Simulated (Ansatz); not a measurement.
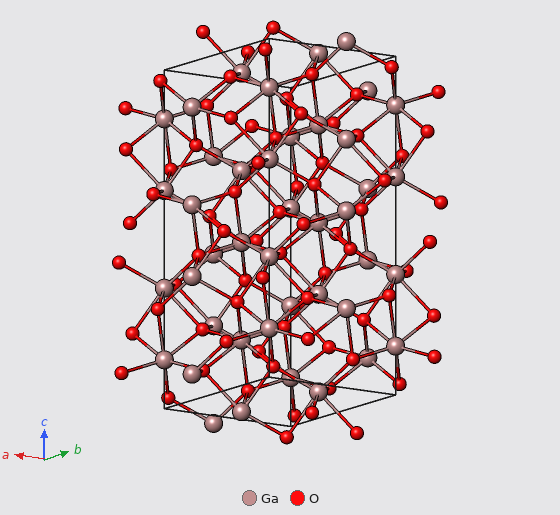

Ga2O3 (space group R-3c, No. 167): the end point of a relaxation with Ansatz 0.2.0, DFT, PBE, plane waves, PAW; the starting structure was generated, so it need not be a known form of this composition.

Bonds are taken as Ga–O below 2.4 Å; no other contact counts. Atoms with one bond or none are removed and atoms with two bonds are replaced by edges, until no such atom is left.

Q: What kind of net remains, and which atoms are its nodes?

A: A binodal (4,6)-connected, three-periodic net: O is a 4-connected node; Ga is a 6-connected node, in the ratio 3:2.

Q: Does the net have a name?

A: It is the cor net, known from corundum.

Q: Is the net interpenetrated?

A: It is a single net, without interpenetration.

Q: How many nodes does the smallest cycle have?

A: Four.
